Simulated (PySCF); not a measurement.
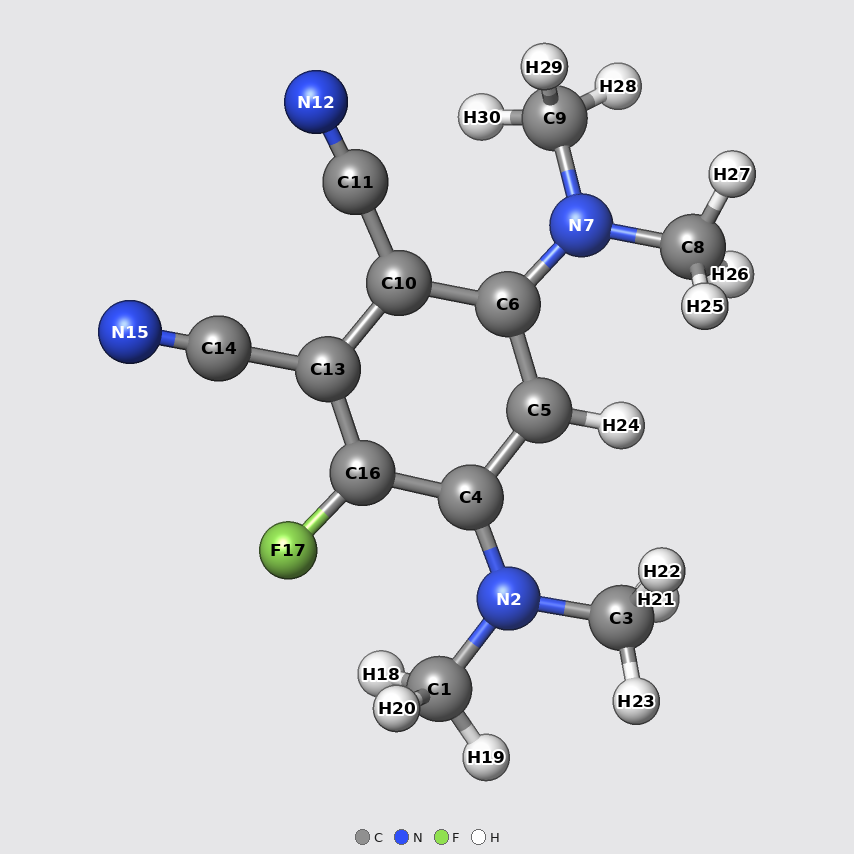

The geometry was computed by an optimisation with GFN2-xTB. No frequency run is at hand to confirm it as a minimum. Level of theory: delta-SCF UKS SCAN, pcX-2 on the ionised atom, pcseg-1 elsewhere, spin-free X2C (atomic blocks) (PySCF 2.14.0).

Give the core-electron binding energies (to vacuum) of N2 1s, C6 1s, N7 1s.

| atom | level | binding energy (eV) |
| --- | --- | --- |
| N2 | 1s | 405.7 |
| C6 | 1s | 291.8 |
| N7 | 1s | 405.5 |
